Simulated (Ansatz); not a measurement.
# BCCD(T)/6-31G(d) (spherical functions) run of CH6ClNSi (SMILES C[SiH](N)Cl)

Aim: the vertical ionisation energy of CH6ClNSi at BCCD(T)/6-31G* (spherical functions), from 2 runs. 

Program for the calculation: Ansatz 0.2.0.

128 further runs of the same task are left out: 128 set aside as unsound or not needed.

### 1 The molecule

CH6ClNSi: 10 atoms, total charge 0, spin state singlet. As SMILES, `C[SiH](N)Cl`. The coordinates come from a PBE0-D4/def2-TZVP relaxation. This is one conformer, not always the lowest.

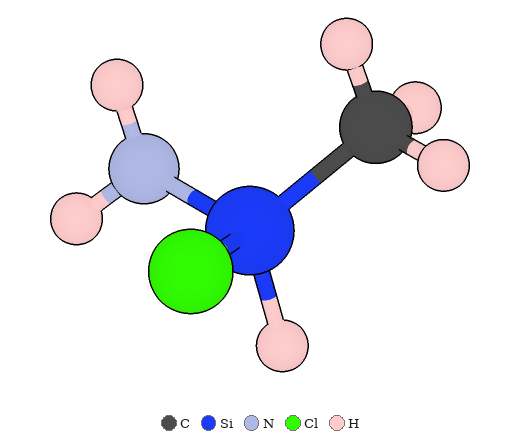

The structure, seen from a chosen angle (carbon dark grey, silicon blue, nitrogen light blue, chlorine green, hydrogen pink).

### 2 A single-point energy at BCCD(T)/6-31G(d) (spherical functions)

The input, run.yaml:

```yaml
crystal:
  periodic: [false, false, false]
  atoms:
    - {symbol: C, position_ang: [-0.924300, 0.960300, -0.429600]}
    - {symbol: Si, position_ang: [-0.055600, -0.637600, -0.073400]}
    - {symbol: "N", position_ang: [1.200800, -0.379200, 1.050800]}
    - {symbol: Cl, position_ang: [0.594900, -1.392500, -1.900800]}
    - {symbol: H, position_ang: [-1.720000, 0.809500, -1.161600]}
    - {symbol: H, position_ang: [-1.359500, 1.369700, 0.485000]}
    - {symbol: H, position_ang: [-0.226900, 1.694300, -0.841400]}
    - {symbol: H, position_ang: [-0.936500, -1.689500, 0.482600]}
    - {symbol: H, position_ang: [1.847500, 0.382600, 0.917600]}
    - {symbol: H, position_ang: [1.662700, -1.168700, 1.473800]}
basis:
  gaussian:
    orbitals: 6-31G_st_-spherical.json
correlation:
  method: bccd_t
  frozen_orbitals: {C: 1, Cl: 5, H: 0, "N": 1, Si: 5}
accuracy: high
scf:
  omitted_lower_state_checks: [cluster_reference, increment]
```

The basis set 6-31G* is read from a file made from the Basis Set Exchange's data (not shown).

Command:

```console
ansatz run run.yaml --threads 1 --pin off --max-ram 3480MiB --events-out events.jsonl --progress --plain --runs-dir runs
```

What it wrote, shortened:

```text
Warning: RAYON_NUM_THREADS=1 ignored (pool sized by the plan → 1); use --threads N
Functional definition: HF
  name "HF"
[...]
1774 factors; integrals over basis functions are off by at most 3.6e-9 eV
[...]
mean field -22974.52499841 eV, -844.2982209991 hartree, gradient 5.7e-8 eV, S^2 0.000000; 0 other end points of the search recorded, 0 dependent functions left out
12 core orbitals not correlated: weight in the atoms' cores, before any rotation towards them, 1.000 or more for the frozen orbitals, at most 0.000 for the correlated occupied ones
reference -22974.52499841 eV, -844.2982209991 hartree; 13, 13 occupied and 51, 51 virtual orbitals, 1774 factors
second order -13.56010929 eV of doubles, -0.00000000 eV of singles
cycle   1  -14.46075168 eV  change   -9.0e-1 eV  update   7.7e-2
[...]
cycle  19  -14.85585750 eV  change   3.3e-10 eV  update   1.9e-9
perturbative correction -0.36003272 eV, -0.0132309585 hartree
Total energy: -22989.74088863 eV, -844.8573946511 hartree
Checks for a lower state left out: cluster_reference, increment
```

Wall time 14 s (1 thread of Arm Neoverse V2, shared host); peak memory 0.44 GiB.

### 3 The doublet cation at the same level

The input, job.yaml:

```yaml
crystal:
  periodic: [false, false, false]
  atoms:
    - {symbol: C, position_ang: [-0.924300, 0.960300, -0.429600]}
    - {symbol: Si, position_ang: [-0.055600, -0.637600, -0.073400]}
    - {symbol: "N", position_ang: [1.200800, -0.379200, 1.050800]}
    - {symbol: Cl, position_ang: [0.594900, -1.392500, -1.900800]}
    - {symbol: H, position_ang: [-1.720000, 0.809500, -1.161600]}
    - {symbol: H, position_ang: [-1.359500, 1.369700, 0.485000]}
    - {symbol: H, position_ang: [-0.226900, 1.694300, -0.841400]}
    - {symbol: H, position_ang: [-0.936500, -1.689500, 0.482600]}
    - {symbol: H, position_ang: [1.847500, 0.382600, 0.917600]}
    - {symbol: H, position_ang: [1.662700, -1.168700, 1.473800]}
basis:
  gaussian: {orbitals: 6-31G_st_-spherical.json}
total_charge: 1
magnetization: {spin_polarized: true, initial_magnetization: 1}
correlation: {method: bccd_t, frozen_orbitals: {C: 1, Cl: 5, H: 0, "N": 1, Si: 5}}
accuracy: high
scf: {omitted_lower_state_checks: [cluster_reference, increment]}
```

The basis set 6-31G* is read from a file made from the Basis Set Exchange's data (not shown).

Command:

```console
ansatz run job.yaml --threads 1 --pin off --max-ram 3480MiB --events-out events.jsonl --progress --plain --runs-dir runs
```

What it wrote, shortened:

```text
Warning: RAYON_NUM_THREADS=1 ignored (pool sized by the plan → 1); use --threads N
Functional definition: HF
  name "HF"
[...]
1773 factors; integrals over basis functions are off by at most 3.6e-9 eV
[...]
mean field -22965.46963341 eV, -843.9654424733 hartree, gradient 1.3e-8 eV, S^2 0.760855; 12 other end points of the search recorded, 0 dependent functions left out
12 core orbitals not correlated: weight in the atoms' cores, before any rotation towards them, 1.000 or more for the frozen orbitals, at most 0.000 for the correlated occupied ones
reference -22965.46963341 eV, -843.9654424733 hartree; 13, 12 occupied and 51, 52 virtual orbitals, 1773 factors
second order -12.51651218 eV of doubles, -0.00000000 eV of singles
cycle   1  -13.58947307 eV  change    -1.1e0 eV  update   8.9e-2
[...]
cycle  38  -14.04643182 eV  change   -1.1e-9 eV  update   2.4e-9
perturbative correction -0.39235593 eV, -0.0144188145 hartree
Total energy: -22979.90842116 eV, -844.4960581361 hartree
Checks for a lower state left out: cluster_reference, increment
```

It took 72 s on 1 thread of Arm Neoverse V2, shared host; peak memory 0.81 GiB.

### 4 Summary of results

At BCCD(T)/6-31G* (spherical functions), 12 core orbitals frozen:

| quantity | value |
| --- | --- |
| singlet CH6ClNSi: total energy | -844.85739 Eh |
| singlet CH6ClNSi: correlation energy (12 core orbitals frozen) | -559.2 mEh |
| singlet CH6ClNSi: (T) correction | -13.23 mEh |
| doublet cation: total energy | -844.49606 Eh |
| doublet cation: correlation energy (12 core orbitals frozen) | -530.6 mEh |
| doublet cation: (T) correction | -14.42 mEh |
| doublet cation: ⟨S²⟩ of the reference determinant | 0.761 |
| vertical ionisation energy (to the doublet cation) | 9.832 eV |

What this shows: Removing an electron at fixed nuclei costs 9.83 eV (227 kcal/mol). The triples (singlet CH6ClNSi) make up 2.4 % of the correlation energy. The triples (doublet cation) make up 2.7 % of the correlation energy.
